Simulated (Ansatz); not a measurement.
# C8H10S (ethyl phenyl sulfide), step by step

We compute a series of 12 runs (r2SCAN/def2-TZVP, U-r2SCAN/def2-TZVP) of C8H10S and its partners. The setting varied is the lower state search. 

The results are computed with Ansatz 0.2.0.

**1. The structure to begin with**

C8H10S has 19 atoms, charge 0, and is taken as a singlet. SMILES: `CCSc1ccccc1`. The coordinates come from a PBE0-D4/def2-TZVP relaxation. This is one conformer, not always the lowest.

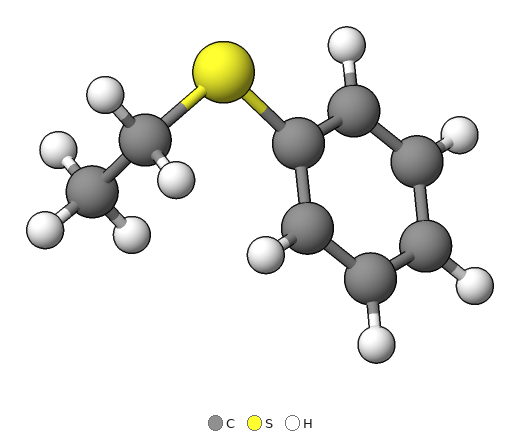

The structure, seen from a chosen angle (carbon grey, sulfur yellow, hydrogen white).

**2. The energy at r2SCAN/def2-TZVP (run 1)**

The input, job.yaml:

```yaml
crystal:
  periodic: [false, false, false]
  atoms:
    - {symbol: C, position_ang: [-2.114900, -1.237900, 1.324900]}
    - {symbol: C, position_ang: [-2.442500, 0.000000, 0.514500]}
    - {symbol: S, position_ang: [-1.678200, 0.045500, -1.117300]}
    - {symbol: C, position_ang: [0.035000, 0.245900, -0.783900]}
    - {symbol: C, position_ang: [0.554500, 0.709200, 0.421500]}
    - {symbol: C, position_ang: [1.923300, 0.872600, 0.573300]}
    - {symbol: C, position_ang: [2.790100, 0.589000, -0.469700]}
    - {symbol: C, position_ang: [2.273600, 0.131900, -1.674300]}
    - {symbol: C, position_ang: [0.910800, -0.046400, -1.830300]}
    - {symbol: H, position_ang: [-1.043500, -1.317200, 1.515800]}
    - {symbol: H, position_ang: [-2.427400, -2.138600, 0.794200]}
    - {symbol: H, position_ang: [-2.629700, -1.209200, 2.289600]}
    - {symbol: H, position_ang: [-3.511000, 0.046200, 0.289200]}
    - {symbol: H, position_ang: [-2.203500, 0.919800, 1.053700]}
    - {symbol: H, position_ang: [-0.100900, 0.951200, 1.248200]}
    - {symbol: H, position_ang: [2.311600, 1.230900, 1.520300]}
    - {symbol: H, position_ang: [3.858400, 0.719800, -0.345500]}
    - {symbol: H, position_ang: [2.938400, -0.097900, -2.499300]}
    - {symbol: H, position_ang: [0.514200, -0.418900, -2.768400]}
basis:
  gaussian: {orbitals: def2-TZVP}
scf: {lower_state_search: "off"}
hamiltonian: {xc: {name: r2SCAN}}
```

On the command line:

```
$ ansatz run job.yaml --threads 1 --pin off --max-ram 3480MiB --events-out events.jsonl --progress --plain --runs-dir runs
```

Output:

```text
Warning: RAYON_NUM_THREADS=1 ignored (pool sized by the plan → 1); use --threads N
Functional definition: r2SCAN
  name "r2SCAN"
  parameter k0 = 0.174
  parameter k1 = 0.065
  parameter a1 = 4.9479
  exchange = r2scan_x(k0 = k0, k1 = k1, a1 = a1)
  correlation = r2scan_c
these checks for a lower state are left out or cut short: stability, starts, cluster_reference, orbital_swaps, neighbouring_geometries, increment
2141 factors; their error is unknown
mean field evaluation 1: about -19267.5207 eV, gradient 1.0e2 eV
mean field evaluation 2: about -19210.0722 eV, gradient 1.8e2 eV
mean field evaluation 4: about -19290.6781 eV, gradient 2.3e1 eV
mean field evaluation 8: about -19292.2327 eV, gradient 2.7e-1 eV
mean field evaluation 16: about -19292.1650 eV, gradient 1.8e-2 eV
mean field -19292.16495520 eV, -708.9739854045 hartree, gradient 4.7e-6 eV, S^2 0.000000; 0 other end points of the search recorded, 0 dependent functions left out
reference -19292.16497024 eV, -708.9739859572 hartree; 37, 37 occupied and 308, 308 virtual orbitals, 2141 factors
Total energy: -19292.16497024 eV, -708.9739859572 hartree
Checks for a lower state left out: stability, starts, cluster_reference, orbital_swaps, neighbouring_geometries, increment
```

It took 6.9 s on 1 thread of AMD EPYC 9R45 (Zen 5), shared host; peak memory 0.67 GiB.

**3. The C atom: a single-point energy at U-r2SCAN/def2-TZVP (run 2)**

The input, molecule.yaml:

```yaml
crystal:
  periodic: [false, false, false]
  atoms:
    - symbol: C
      position_ang: [0.000000, 0.000000, 0.000000]
basis:
  gaussian:
    orbitals: def2-TZVP
magnetization:
  spin_polarized: true
  initial_magnetization: 2
scf:
  lower_state_search: "off"
hamiltonian:
  xc: {name: r2SCAN}
```

On the command line:

```
$ ansatz run molecule.yaml --threads 1 --pin off --max-ram 3480MiB --events-out events.jsonl --progress --plain --runs-dir runs
```

Output:

```text
Warning: RAYON_NUM_THREADS=1 ignored (pool sized by the plan → 1); use --threads N
Functional definition: r2SCAN
  name "r2SCAN"
  parameter k0 = 0.174
  parameter k1 = 0.065
  parameter a1 = 4.9479
  exchange = r2scan_x(k0 = k0, k1 = k1, a1 = a1)
  correlation = r2scan_c
these checks for a lower state are left out or cut short: stability, starts, cluster_reference, orbital_swaps, neighbouring_geometries, increment
180 factors; their error is unknown
mean field evaluation 1: about -1029.3131 eV, gradient 5.9e0 eV
mean field evaluation 2: about -1029.4558 eV, gradient 2.5e0 eV
mean field evaluation 4: about -1029.4899 eV, gradient 1.9e-2 eV
mean field evaluation 8: about -1029.4862 eV, gradient 4.1e-4 eV
mean field -1029.48622174 eV, -37.8329208382 hartree, gradient 2.6e-6 eV, S^2 2.006269; 0 other end points of the search recorded, 0 dependent functions left out
reference -1029.48623029 eV, -37.8329211522 hartree; 4, 2 occupied and 27, 29 virtual orbitals, 180 factors
Total energy: -1029.48623029 eV, -37.8329211522 hartree
Checks for a lower state left out: stability, starts, cluster_reference, orbital_swaps, neighbouring_geometries, increment
```

Wall time 0.18 s (1 thread of AMD EPYC 9R45 (Zen 5), shared host).

Runs 3 to 4 aren't shown in full; the table further down has their settings and results.

**4. A single-point energy at r2SCAN/def2-TZVP (run 5)**

Edit job.yaml of step 2 so:

```diff
@@ -24,3 +24,3 @@
   gaussian: {orbitals: def2-TZVP}
-scf: {lower_state_search: "off"}
 hamiltonian: {xc: {name: r2SCAN}}
+scf: {lower_state_search: light}
```

On the command line:

```
$ ansatz run job.yaml --threads 1 --pin off --max-ram 3480MiB --events-out events.jsonl --progress --plain --runs-dir runs
```

Output:

```text
Warning: RAYON_NUM_THREADS=1 ignored (pool sized by the plan → 1); use --threads N
Functional definition: r2SCAN
  name "r2SCAN"
  parameter k0 = 0.174
  parameter k1 = 0.065
  parameter a1 = 4.9479
  exchange = r2scan_x(k0 = k0, k1 = k1, a1 = a1)
  correlation = r2scan_c
2141 factors; their error is unknown
mean field evaluation 1: about -19267.5207 eV, gradient 1.0e2 eV
mean field evaluation 2: about -19210.0722 eV, gradient 1.8e2 eV
mean field evaluation 4: about -19290.6781 eV, gradient 2.3e1 eV
mean field evaluation 8: about -19292.2327 eV, gradient 2.7e-1 eV
mean field evaluation 16: about -19292.1650 eV, gradient 1.8e-2 eV
mean field -19292.16495520 eV, -708.9739854045 hartree, gradient 4.2e-5 eV, S^2 0.000000; 0 other end points of the search recorded, 0 dependent functions left out
reference -19292.16497024 eV, -708.9739859572 hartree; 37, 37 occupied and 308, 308 virtual orbitals, 2141 factors
Total energy: -19292.16497024 eV, -708.9739859572 hartree
```

It took 11 s on 1 thread of AMD EPYC 9R45 (Zen 5), shared host; peak memory 0.69 GiB.

Runs 6 to 11 aren't shown in full; the table further down has their settings and results.

**5. The S atom: the energy at U-r2SCAN/def2-TZVP (run 12)**

The input, in.yaml:

```yaml
crystal:
  periodic: [false, false, false]
  atoms:
    - {symbol: S, position_ang: [0.000000, 0.000000, 0.000000]}
basis:
  gaussian: {orbitals: def2-TZVP}
hamiltonian: {xc: {name: r2SCAN}}
scf: {lower_state_search: standard}
magnetization: {spin_polarized: true, initial_magnetization: 2}
```

Run the same way, it converges to -398.08366 Eh (log not shown).

**6. Overview of the runs**

```
run               level  lower state search  partner  energy (Eh)  wall time
  1    r2SCAN/def2-TZVP                 off     base  -708.973986      6.9 s
  2  U-r2SCAN/def2-TZVP                 off    atoms   -37.832921     0.18 s
  3  U-r2SCAN/def2-TZVP                 off    atoms    -0.499927     0.12 s
  4  U-r2SCAN/def2-TZVP                 off    atoms  -398.083659     0.24 s
  5    r2SCAN/def2-TZVP               light     base  -708.973986       11 s
  6  U-r2SCAN/def2-TZVP               light    atoms   -37.832921     0.34 s
  7  U-r2SCAN/def2-TZVP               light    atoms    -0.499927     0.14 s
  8  U-r2SCAN/def2-TZVP               light    atoms  -398.083659     0.64 s
  9    r2SCAN/def2-TZVP            standard     base  -708.973986       11 s
 10  U-r2SCAN/def2-TZVP            standard    atoms   -37.832921     0.34 s
 11  U-r2SCAN/def2-TZVP            standard    atoms    -0.499927     0.14 s
 12  U-r2SCAN/def2-TZVP            standard    atoms  -398.083659     0.66 s
```

**7. Results**

| quantity | value |
| --- | --- |
| S atom, run 12: total energy | -398.08366 Eh |
| S atom, run 12: ⟨S²⟩ | 2.007 |
| electronic atomisation energy | 87.830 eV |

In words: Taking the molecule apart into free atoms costs 87.83 eV (8474 kJ/mol), before zero-point energy and without spin-orbit coupling. All runs together took 33 s, the longest 11 s.
